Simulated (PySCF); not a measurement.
## C3H7ClOSi: one change and its effect

System: C3H7ClOSi.
Method of the first run: GIAO mPW1PW91/pcSseg-1 NMR shielding, non-relativistic, gas phase (PySCF 2.14.0).

The geometry comes from this level: PBE0-D3(BJ)/def2-SVP. Text and figures count atoms from 1; the logs count them from 0 in places.

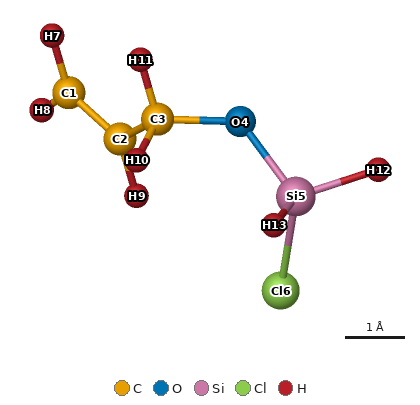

**Figure 1.** The structure (ball-and-stick view, seen at a tilt; atoms are numbered from 1 in the order of the input). Bond lengths as drawn: Cl–Si 2.07 Å, C–C 1.33 to 1.50 Å, C–H 1.09 to 1.11 Å, C–O 1.41 Å, H–Si 1.48 to 1.49 Å and O–Si 1.65 Å.

**Input file, the first run**
```
{"job": {"kind": "nmr", "xc": "mPW1PW91", "basis": "pcSseg-1", "pop": false}, "charge": 0, "multiplicity": 1}
C     -2.468587     0.136934    -0.439918
C     -1.156637    -0.070679    -0.541590
C     -0.258591    -0.335447     0.625045
O      0.812974     0.586741     0.680898
Si     2.329220     0.324209     0.091384
Cl     2.329417     0.238764    -1.980552
H     -2.971614     0.144939     0.532931
H     -3.091847     0.303469    -1.322186
H     -0.669800    -0.064790    -1.524064
H      0.129520    -1.372740     0.566837
H     -0.823853    -0.254861     1.567394
H      3.159297     1.473660     0.516375
H      2.851937    -0.989193     0.561762
```

The first line tells a small driver script what to run in PySCF; the rest is the geometry in Å.

Launched with:
```bash
OMP_NUM_THREADS=1 python <driver script> task.json out
```

Hardware: 1 CPU thread, shared host.

**Output (the first run)**
```
coarse grid: 11936 points
cycle   1  E = -943.2922603835  dE =  5.467e-01  |g| = 6.920e-01  |ddm| = 3.179e+00
cycle   2  E = -943.1628749149  dE =  1.294e-01  |g| = 1.087e+00  |ddm| = 1.389e+00
cycle   3  E = -943.3827193624  dE = -2.198e-01  |g| = 1.226e-01  |ddm| = 9.404e-01
cycle   4  E = -943.3857011464  dE = -2.982e-03  |g| = 3.804e-02  |ddm| = 1.402e-01
cycle   5  E = -943.3860193153  dE = -3.182e-04  |g| = 1.096e-02  |ddm| = 4.094e-02
cycle   6  E = -943.3860440452  dE = -2.473e-05  |g| = 5.216e-03  |ddm| = 1.175e-02
cycle   7  E = -943.3860507767  dE = -6.732e-06  |g| = 5.487e-04  |ddm| = 4.038e-03
final grid: 106112 points
cycle   8  E = -943.4300291591  dE = -2.119e-05  |g| = 6.872e-03  |ddm| = 2.203e-02
cycle   9  E = -943.4300204203  dE =  8.739e-06  |g| = 9.756e-03  |ddm| = 1.096e-02
cycle  10  E = -943.4300379338  dE = -1.751e-05  |g| = 1.108e-03  |ddm| = 6.789e-03
cycle  11  E = -943.4300381794  dE = -2.456e-07  |g| = 1.705e-04  |ddm| = 9.621e-04
cycle  12  E = -943.4300381858  dE = -6.388e-09  |g| = 4.126e-05  |ddm| = 1.758e-04
cycle  13  E = -943.4300381860  dE = -2.146e-10  |g| = 2.885e-05  |ddm| = 4.988e-05
converged SCF energy = -943.4300381860

GIAO shielding tensors (ppm)
atom      isotropic    diamagn.    paramagn.     s11        s22        s33       span
  0 C       58.578     253.582    -195.003    -55.004     74.310    156.430    211.434
  1 C       37.333     257.816    -220.483    -85.533     47.812    149.720    235.253
  2 C      111.610     243.829    -132.219     83.830    104.366    146.635     62.805
  3 O      264.394     396.549    -132.155    196.092    266.040    331.049    134.956
  4 Si     361.410     878.144    -516.734    338.020    343.492    402.717     64.697
  5 Cl     891.562    1149.491    -257.929    714.183    948.027   1012.477    298.294
  6 H       25.854      30.111      -4.258     22.455     25.343     29.762      7.307
  7 H       25.898      28.692      -2.794     22.961     24.864     29.870      6.909
  8 H       24.834      32.272      -7.438     21.615     22.462     30.425      8.809
  9 H       26.946      30.788      -3.842     23.685     26.620     30.534      6.849
 10 H       27.139      30.304      -3.166     22.892     26.393     32.130      9.238
 11 H       26.154      27.317      -1.163     22.030     24.387     32.045     10.015
 12 H       25.982      28.049      -2.067     21.928     24.631     31.388      9.461
```

The input of the second run differs as follows (lines with − go, lines with + come):
```diff
-"xc": "mPW1PW91"
+"xc": "PBE0"
```

Predict how the results change.

The total energies belong to different methods, so their difference says nothing on which is more stable or more accurate. Of all shieldings, the largest change is that of C1, by +0.8 ppm. The functional changes from mPW1PW91 to PBE0. The SCF takes 14 iterations against 13.

**Output (the second run)**
```
coarse grid: 11936 points
cycle   1  E = -942.8113738201  dE =  5.463e-01  |g| = 6.763e-01  |ddm| = 3.178e+00
cycle   2  E = -942.6886096865  dE =  1.228e-01  |g| = 1.060e+00  |ddm| = 1.366e+00
cycle   3  E = -942.8982003805  dE = -2.096e-01  |g| = 1.203e-01  |ddm| = 9.214e-01
cycle   4  E = -942.9010682215  dE = -2.868e-03  |g| = 3.727e-02  |ddm| = 1.375e-01
cycle   5  E = -942.9013751113  dE = -3.069e-04  |g| = 1.070e-02  |ddm| = 4.025e-02
cycle   6  E = -942.9013983658  dE = -2.325e-05  |g| = 5.201e-03  |ddm| = 1.153e-02
cycle   7  E = -942.9014050440  dE = -6.678e-06  |g| = 5.279e-04  |ddm| = 4.004e-03
final grid: 106112 points
cycle   8  E = -942.9462522235  dE = -2.036e-05  |g| = 9.720e-03  |ddm| = 2.262e-02
cycle   9  E = -942.9462340465  dE =  1.818e-05  |g| = 1.395e-02  |ddm| = 1.527e-02
cycle  10  E = -942.9462696482  dE = -3.560e-05  |g| = 1.535e-03  |ddm| = 9.634e-03
cycle  11  E = -942.9462701276  dE = -4.794e-07  |g| = 2.185e-04  |ddm| = 1.330e-03
cycle  12  E = -942.9462701377  dE = -1.003e-08  |g| = 5.457e-05  |ddm| = 2.199e-04
cycle  13  E = -942.9462701381  dE = -4.670e-10  |g| = 3.262e-05  |ddm| = 6.171e-05
cycle  14  E = -942.9462701384  dE = -2.638e-10  |g| = 5.910e-06  |ddm| = 2.832e-05
converged SCF energy = -942.9462701384

GIAO shielding tensors (ppm)
atom      isotropic    diamagn.    paramagn.     s11        s22        s33       span
  0 C       59.428     253.645    -194.217    -53.872     74.907    157.250    211.123
  1 C       37.971     257.644    -219.674    -84.614     48.221    150.305    234.919
  2 C      112.264     243.838    -131.574     84.445    104.990    147.356     62.912
  3 O      264.139     396.322    -132.183    194.911    265.484    332.022    137.111
  4 Si     362.102     878.074    -515.971    338.383    343.733    404.191     65.809
  5 Cl     891.015    1149.276    -258.261    712.457    948.197   1012.392    299.936
  6 H       25.785      30.075      -4.289     22.383     25.289     29.684      7.301
  7 H       25.835      28.646      -2.811     22.889     24.801     29.815      6.927
  8 H       24.762      32.195      -7.432     21.537     22.391     30.359      8.822
  9 H       26.883      30.719      -3.836     23.638     26.558     30.452      6.814
 10 H       27.079      30.261      -3.182     22.828     26.326     32.082      9.254
 11 H       26.056      27.256      -1.200     21.929     24.288     31.952     10.023
 12 H       25.886      27.972      -2.087     21.819     24.542     31.296      9.477
```

**The two runs side by side**

| quantity | the first run | the second run |
| --- | --- | --- |
| outcome | converged | converged |
| total energy (hartree) | −943.430038 | −942.946270 |
| HOMO (eV) | −7.87 | −7.85 |
| LUMO (eV) | −0.18 | −0.18 |
| dipole moment (D) | 1.75 | 1.74 |
| shielding of C1 (ppm) | 58.6 | 59.4 |
| shielding of C2 (ppm) | 37.3 | 38.0 |
| shielding of C3 (ppm) | 111.6 | 112.3 |
| shielding of O4 (ppm) | 264.4 | 264.1 |
| shielding of Si5 (ppm) | 361.4 | 362.1 |
| shielding of Cl6 (ppm) | 891.6 | 891.0 |
| shielding of H12 (ppm) | 26.2 | 26.1 |
| SCF iterations | 13 | 14 |
| basis functions | 151 | 151 |
| wall time (shared host) | 25 s | 25 s |
